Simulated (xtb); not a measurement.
Energy and gradient calculation of C$_{4}$H$_{7}$Ga

- system: C$_{4}$H$_{7}$Ga (GaMe2(CCH)), SMILES C#[C][Ga]([CH3])[CH3]
- method: GFN1-xTB (xtb 6.7.1)

The geometry comes from this level: GFN2-xTB.

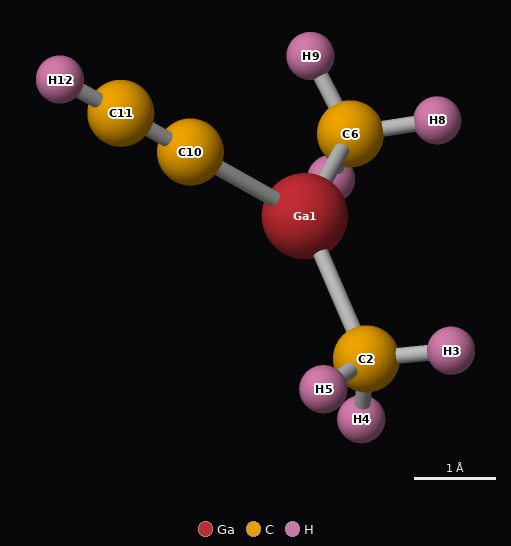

Figure 1. The input geometry (ball-and-stick view, seen at a tilt; atoms are numbered from 1 in the order of the input). Sticks mark near contacts. Bond lengths as drawn: C–C 1.21 Å, C–Ga 1.98 to 2.04 Å and C–H 1.06 to 1.09 Å.

**Results in brief**

| quantity | value |
| --- | --- |
| outcome | converged |
| electrons treated | 26 |
| total energy | −13.443842 hartree |
| dispersion energy | −0.003400 hartree |
| basis functions | 40 |
| largest force | 0.409 eV/Å |
| HOMO | −11.12 eV |
| LUMO | −5.97 eV |
| dipole moment | 1.19 D |
| hardware | 1 thread of Arm Neoverse V1, 24 GiB of memory available, shared host |
| peak memory | 0.071 GiB |

**The input (coord)**
```
$coord angs
     0.0327300     0.0664900    -0.0011400  Ga
     2.0654800    -0.0491800    -0.0130700  C
     2.4846900     0.3720400     0.9052900  H
     2.4833300     0.5172200    -0.8503500  H
     2.4022500    -1.0856900    -0.0969900  H
    -1.0636900     1.7826000    -0.0003300  C
    -0.9133600     2.3414400    -0.9288100  H
    -0.7613000     2.4357400     0.8235500  H
    -2.1316100     1.5730300     0.1014300  H
    -0.9603200    -1.6449200     0.0100200  C
    -1.5580100    -2.6956000     0.0211800  C
    -2.0802000    -3.6131800     0.0292100  H
$end
```

Launch command:
```bash
xtb coord --gfn1 --json -u 0 --grad | tee run.log
```

**Output**
```
* xtb version 6.7.1
   ID    Z sym.   atoms
    1   31 Ga     1
    2    6 C      2, 6, 10, 11
    3    1 H      3-5, 7-9, 12

           -------------------------------------------------
          |                Calculation Setup                |
           -------------------------------------------------

          program call               : xtb coord --gfn1 --json -u 0 --grad
          coordinate file            : coord
          omp threads                :                     1

########################################################################
[WARNING] Please study the warnings concerning your input carefully
-1- prog_main_parseArguments: The use of '--gfn1' is discouraged, please use '--gfn 1' next time
########################################################################

           -------------------------------------------------
          |                 G F N 1 - x T B                 |
           -------------------------------------------------

      * Hamiltonian:
        H0-scaling (s, p, d)           1.850000    2.250000    2.000000
        zeta-weighting                 0.000000
      * Dispersion:
        s8                             2.400000
        a1                             0.630000
        a2                             5.000000
        s9                             0.000000
      * Repulsion:
        kExp                           1.500000
        rExp                           1.000000
      * Coulomb:
        alpha                          2.000000
        third order                    atomic
        anisotropic                    false
      * Halogen bond correction:
        rad-scale                      1.300000
        damping                        0.440000

          ...................................................
          :                      SETUP                      :
          :.................................................:
          :  # basis functions                  40          :
          :  # atomic orbitals                  39          :
          :  # shells                           25          :
          :  # electrons                        26          :
          :  # halogen bonds                     0          :
          :  max. iterations                   250          :
          :  Hamiltonian                  GFN1-xTB          :
          :  restarted?                      false          :
          :  GBSA solvation                  false          :
          :  PC potential                    false          :
          :  electronic temp.          300.0000000     K    :
          :  accuracy                    1.0000000          :
          :  -> integral cutoff          0.2500000E+02      :
          :  -> integral neglect         0.1000000E-07      :
          :  -> SCF convergence          0.1000000E-05 Eh   :
          :  -> wf. convergence          0.2000000E-04 e    :
          :  Broyden damping             0.4000000          :
          :  net charge                          0          :
          :  unpaired electrons                  0          :
          ...................................................

 iter      E             dE          RMSdq      gap      omega  full diag
   1    -13.6723892 -0.136724E+02  0.829E+00    5.40       0.0  T
   2    -13.6817647 -0.937548E-02  0.498E+00    5.17       1.0  T
   3    -13.6822983 -0.533654E-03  0.324E-01    5.14       1.0  T
   4    -13.6824928 -0.194509E-03  0.978E-02    5.15       1.0  T
   5    -13.6825136 -0.207492E-04  0.194E-02    5.15       1.5  T
   6    -13.6825159 -0.227676E-05  0.320E-03    5.15       9.0  T
   7    -13.6825159 -0.279670E-07  0.856E-04    5.15      33.7  T
   8    -13.6825159 -0.142284E-08  0.123E-04    5.15     234.6  T
   9    -13.6825159 -0.434319E-10  0.677E-05    5.15     426.6  T

   *** convergence criteria satisfied after 9 iterations ***

         #    Occupation            Energy/Eh            Energy/eV
      -------------------------------------------------------------
         1        2.0000           -0.6117540             -16.6467
       ...           ...                  ...                  ...
         7        2.0000           -0.5076709             -13.8144
         8        2.0000           -0.5040569             -13.7161
         9        2.0000           -0.5032308             -13.6936
        10        2.0000           -0.4467730             -12.1573
        11        2.0000           -0.4462408             -12.1428
        12        2.0000           -0.4318267             -11.7506
        13        2.0000           -0.4087133             -11.1217 (HOMO)
        14                         -0.2193998              -5.9702 (LUMO)
        15                         -0.1931420              -5.2557
        16                         -0.1903985              -5.1810
        17                         -0.1287211              -3.5027
        18                         -0.1212203              -3.2986
       ...                                ...                  ...
        39                          1.2925337              35.1716
      -------------------------------------------------------------
                  HL-Gap            0.1893136 Eh            5.1515 eV
             Fermi-level           -0.3140566 Eh           -8.5459 eV

 SCC (total)                   0 d,  0 h,  0 min,  0.008 sec
 SCC setup                      ...        0 min,  0.000 sec (  0.986%)
 Dispersion                     ...        0 min,  0.000 sec (  0.456%)
 classical contributions        ...        0 min,  0.000 sec (  0.117%)
 integral evaluation            ...        0 min,  0.002 sec ( 22.296%)
 iterations                     ...        0 min,  0.003 sec ( 32.557%)
 molecular gradient             ...        0 min,  0.004 sec ( 42.127%)
 printout                       ...        0 min,  0.000 sec (  1.293%)

         :::::::::::::::::::::::::::::::::::::::::::::::::::::
         ::                     SUMMARY                     ::
         :::::::::::::::::::::::::::::::::::::::::::::::::::::
         :: total energy             -13.443841880025 Eh    ::
         :: gradient norm              0.015209606454 Eh/a0 ::
         :: HOMO-LUMO gap              5.151485082177 eV    ::
         ::.................................................::
         :: SCC energy               -13.682515885851 Eh    ::
         :: -> electrostatic           0.004918028862 Eh    ::
         :: repulsion energy           0.242073749962 Eh    ::
         :: dispersion energy         -0.003399744136 Eh    ::
         :: halogen bond corr.         0.000000000000 Eh    ::
         :: add. restraining           0.000000000000 Eh    ::
         :: total charge              -0.000000000000 e     ::
         :::::::::::::::::::::::::::::::::::::::::::::::::::::

           -------------------------------------------------
          |                Property Printout                |
           -------------------------------------------------

    * Orbital Energies and Occupations

         #    Occupation            Energy/Eh            Energy/eV
      -------------------------------------------------------------
         1        2.0000           -0.6117540             -16.6467
         2        2.0000           -0.6108672             -16.6225
         3        2.0000           -0.6100673             -16.6008
         4        2.0000           -0.5608400             -15.2612
         5        2.0000           -0.5327406             -14.4966
         6        2.0000           -0.5081553             -13.8276
         7        2.0000           -0.5076709             -13.8144
         8        2.0000           -0.5040569             -13.7161
         9        2.0000           -0.5032308             -13.6936
        10        2.0000           -0.4467730             -12.1573
        11        2.0000           -0.4462408             -12.1428
        12        2.0000           -0.4318267             -11.7506
        13        2.0000           -0.4087133             -11.1217 (HOMO)
        14                         -0.2193998              -5.9702 (LUMO)
        15                         -0.1931420              -5.2557
        16                         -0.1903985              -5.1810
        17                         -0.1287211              -3.5027
        18                         -0.1212203              -3.2986
        19                         -0.1057005              -2.8763
        20                         -0.1033578              -2.8125
        21                         -0.1002684              -2.7284
        22                         -0.0791777              -2.1545
        23                         -0.0762359              -2.0745
        24                         -0.0702749              -1.9123
       ...                                ...                  ...
        39                          1.2925337              35.1716
      -------------------------------------------------------------
                  HL-Gap            0.1893136 Eh            5.1515 eV
             Fermi-level           -0.3140566 Eh           -8.5459 eV

  Mulliken/CM5 charges         n(s)   n(p)   n(d)
     1      0.32500  0.28316   1.329  1.072  0.274
     2     -0.21325 -0.34968   1.015  3.198  0.000
     3      0.04306  0.09436   0.957  0.000  0.000
     4      0.04229  0.09360   0.958  0.000  0.000
     5      0.04328  0.09474   0.957  0.000  0.000
     6     -0.21311 -0.34950   1.015  3.198  0.000
     7      0.04310  0.09437   0.957  0.000  0.000
     8      0.04222  0.09352   0.958  0.000  0.000
     9      0.04325  0.09468   0.957  0.000  0.000
    10     -0.15330 -0.14970   1.219  2.935  0.000
    11     -0.05132 -0.10302   1.106  2.945  0.000
    12      0.04878  0.10347   0.951  0.000  0.000

Wiberg/Mayer (AO) data.
largest (>0.10) Wiberg bond orders for each atom

 ---------------------------------------------------------------------------
     #   Z sym  total        # sym  WBO       # sym  WBO       # sym  WBO
 ---------------------------------------------------------------------------
     1  31      3.074 --    10      0.884     6      0.883     2      0.883
                            11      0.133
     2   6      3.940 --     5      0.953     4      0.947     3      0.945
                             1      0.883     6      0.117
     3   1      1.000 --     2      0.945
     4   1      1.001 --     2      0.947
     5   1      1.001 --     2      0.953
     6   6      3.940 --     9      0.954     8      0.947     7      0.945
                             1      0.883     2      0.117
     7   1      1.000 --     6      0.945
     8   1      1.001 --     6      0.947
     9   1      1.001 --     6      0.954
    10   6      3.892 --    11      2.853     1      0.884
    11   6      3.987 --    10      2.853    12      0.967     1      0.133
    12   1      0.991 --    11      0.967
 ---------------------------------------------------------------------------

Topologies differ in total number of bonds
Writing topology from bond orders to xtbtopo.mol

 dipole moment from electron density (au)
     X       Y       Z
   0.2363   0.4036  -0.0007  total (Debye):    1.189

           -------------------------------------------------
          | TOTAL ENERGY              -13.443841880025 Eh   |
          | GRADIENT NORM               0.015209606454 Eh/α |
          | HOMO-LUMO GAP               5.151485082177 eV   |
           -------------------------------------------------

------------------------------------------------------------------------
------------------------------------------------------------------------
 total:
 *  cpu-time:     0 d,  0 h,  0 min,  0.015 sec
 * ratio c/w:     1.000 speedup
 SCF:
 *  cpu-time:     0 d,  0 h,  0 min,  0.008 sec
 * ratio c/w:     1.000 speedup
```

**Standard error**
```
normal termination of xtb
```

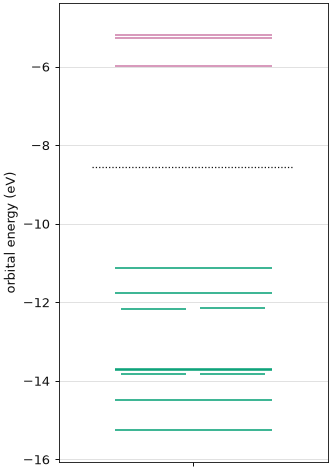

Figure 2. Orbital energies near the frontier; the dotted line parts filled from empty levels, and levels within 0.02 eV of each other stand side by side. Highest filled −11.12 eV, lowest empty −5.97 eV, 5.15 eV apart.

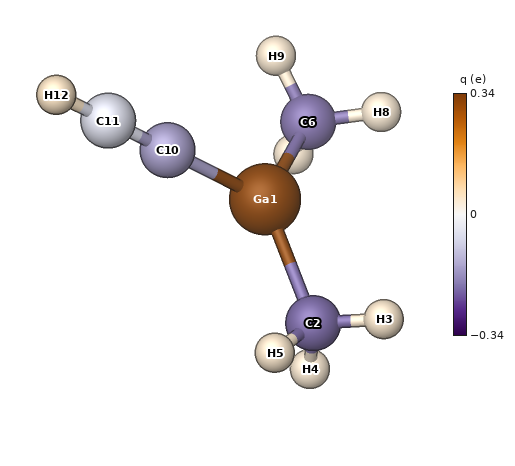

Figure 3. Mulliken charges, as the colour of each atom (ball-and-stick view, seen at a tilt; atoms are numbered from 1 in the order of the input). By element: Ga +0.32, C −0.21 to −0.05 and H +0.04 to +0.05 e.
